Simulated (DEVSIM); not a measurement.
Structure: Si p+/n-/n+ power diode, at 300 K.

```tsv
layer (left to right)	material	thickness (μm)	Nd (cm⁻³)	Na (cm⁻³)	τn (s)	τp (s)
1	Si	3.20	-	9.9e18	8.5e-7	8.5e-7
2	Si	28.0	1.7e14	-	8.5e-7	8.5e-7
3	Si	4.30	1.1e18	-	8.5e-7	8.5e-7
```

Left contact: ohmic. Right contact: ohmic. Voltage is applied to the left contact. Recombination: SRH at mid-gap. Gap narrowing is on: ΔEg = 6.92 meV × (l + √(l² + 0.5)), l = ln(N/1.3e17 cm⁻³), shared equally by both band edges. Mobility is constant in doping.

The device is made up for the run: typed textbook-type constants, with dimensions and the other settings drawn at random. Values at 300 K.

```tsv
parameter	Si
gap (eV)	1.124
affinity (eV)	4.05
permittivity	11.7
Nc (cm⁻³)	2.86e19
Nv (cm⁻³)	3.1e19
μn (cm²/Vs)	1417
μp (cm²/Vs)	470
```

Model (solved in DEVSIM): 1D drift-diffusion, Boltzmann statistics, complete ionisation; no tunnelling, impact ionisation, image-force lowering or self-heating.

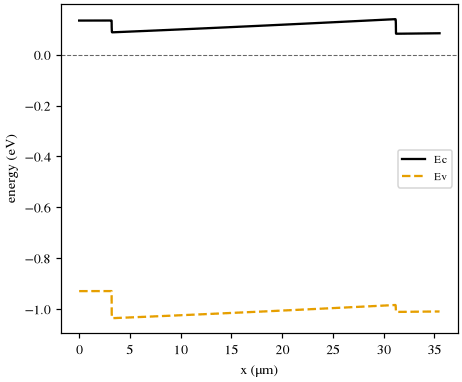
Figure: Band edges at 0.9 V on the left contact

Energies count from the Fermi level of the right contact; mesh points crowd at the junctions.

```tsv
x (μm)	Ec (eV)	Ev (eV)	n (cm⁻³)	p (cm⁻³)	field (V/cm)
0.000	0.134	-0.930	120	9.9e18	≈ 0
0.06748	0.134	-0.930	5.6e14	9.9e18	≈ 0
0.3081	0.134	-0.929	2.6e15	9.9e18	≈ 0
1.228	0.134	-0.929	1.0e16	9.9e18	≈ 0
2.842	0.134	-0.929	2.4e16	9.9e18	≈ 0
3.119	0.134	-0.929	2.6e16	9.9e18	≈ 0
3.196	0.133	-0.931	2.8e16	9.5e18	-10000
3.294	0.088	-1.036	1.6e17	1.6e17	16
3.628	0.088	-1.035	1.6e17	1.6e17	17
4.841	0.091	-1.033	1.6e17	1.6e17	17
9.567	0.099	-1.025	1.5e17	1.5e17	18
25.73	0.129	-0.995	1.3e17	1.3e17	20
29.79	0.137	-0.987	1.2e17	1.2e17	20
30.84	0.139	-0.985	1.2e17	1.2e17	20
31.16	0.140	-0.984	1.2e17	1.2e17	-220
31.21	0.084	-1.010	1.1e18	4.6e16	-4900
31.30	0.082	-1.011	1.1e18	4.2e16	≈ 0
31.62	0.083	-1.011	1.1e18	3.9e16	≈ 0
33.67	0.083	-1.010	1.1e18	1.9e16	≈ 0
35.02	0.084	-1.010	1.1e18	5.0e15	≈ 0
35.39	0.084	-1.010	1.1e18	1.1e15	≈ 0
35.50	0.084	-1.009	1.1e18	340	≈ 0
```
